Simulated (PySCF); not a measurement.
# C3H6BClO2: the cost of one run

Programs: PySCF 2.14.0, with density-fitted response routines of our own. Each step states its level of theory. These are calculated values for one molecule in the gas phase, unless marked as measured. Atoms are numbered from 0 throughout.

### 1 The molecule as given

13 atoms, charge 0, multiplicity 1; geometry from: GFN2-xTB.

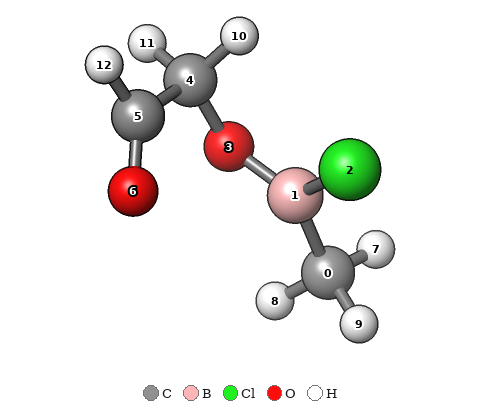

As it starts; carbon grey, boron pink, chlorine green, oxygen red, hydrogen white, atoms numbered.

### 2 TDDFT and polarisability: wB97X-D/def2-SVPD

Job settings and geometry (Å):

```
{"job": {"kind": "uv", "xc": "wB97X-D", "basis": "def2-SVPD", "nstates": 8, "ntriplets": 3}, "charge": 0, "multiplicity": 1}
C     -2.279178    -0.586961    -0.368642
B     -0.898723     0.186576    -0.345102
Cl    -0.662530     1.613287    -1.339538
O      0.057582    -0.203501     0.497134
C      1.348853     0.342372     0.549302
C      2.174138    -0.056960    -0.655160
O      1.771377    -0.701490    -1.575152
H     -2.957651    -0.172016     0.374662
H     -2.144671    -1.636945    -0.126891
H     -2.779404    -0.515256    -1.330135
H      1.318383     1.440841     0.582785
H      1.833694    -0.028841     1.458772
H      3.213742     0.319381    -0.601010
```

With the program's defaults for keys left out, this is: TDDFT wB97X-D/def2-SVPD, vertical, gas phase, core orbitals frozen in the response.

Started as:

```sh
$ OMP_NUM_THREADS=1 python probes_run.py task.json out
```

This one command runs all jobs of the session in turn.

Q: Estimate the wall time and peak memory of this job on 1 thread of Intel Xeon at 2.50GHz, shared host.

About 97 s, with a peak of 0.84 GiB.
